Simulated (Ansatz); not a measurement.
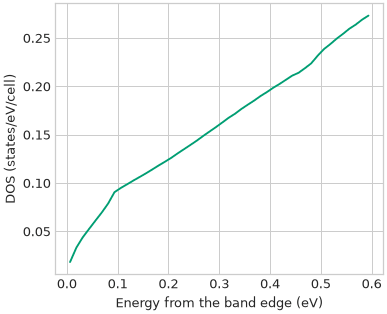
Density of states of BP (F-43m) above the conduction band minimum, r2SCAN with spin-orbit coupling, rigid bands (Ansatz, a quantum-chemistry and plane-wave program); cell volume 23.3 Å³.

Task: What effective density of states at 300 K does this give (∫ g(E) exp(−E/k_BT) dE, both spins, divided by the cell's size)?

Result: 4.0e19 cm⁻³, a density-of-states mass of 1.37 mₑ, valleys and band degeneracy included.

Geometry: cell and atoms relaxed with r2SCAN.
